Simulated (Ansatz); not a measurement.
The starting structures come from a database of crystals and need not be the phases stable at ambient conditions.

 Where the default PAW files enter, the runs use the earlier of Ansatz's two default sets.

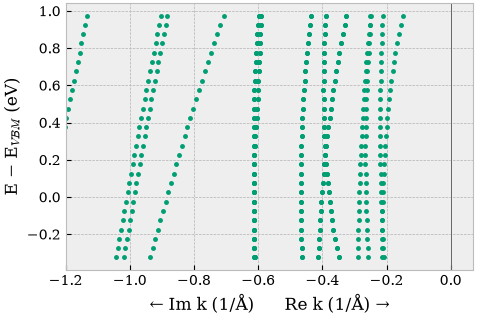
*Complex bands at the centre of the two-dimensional zone; r2SCAN (Ansatz, a first-principles code)*

No gap correction and no spin-orbit coupling; mid-gap values are interpolated between computed energies.

Problem. This is InSe (R3m, not sure to be the ambient phase, 4 atoms a cell, 29.3 Å³ an atom) along the normal of (110). Read off the slowest decay at the centre of the two-dimensional zone at 0.38 eV, the computed energy nearest the middle of the gap.

Solution. κ ≈ 0.20 1/Å, a decay length 1/(2κ) of the density of 2.5 Å.
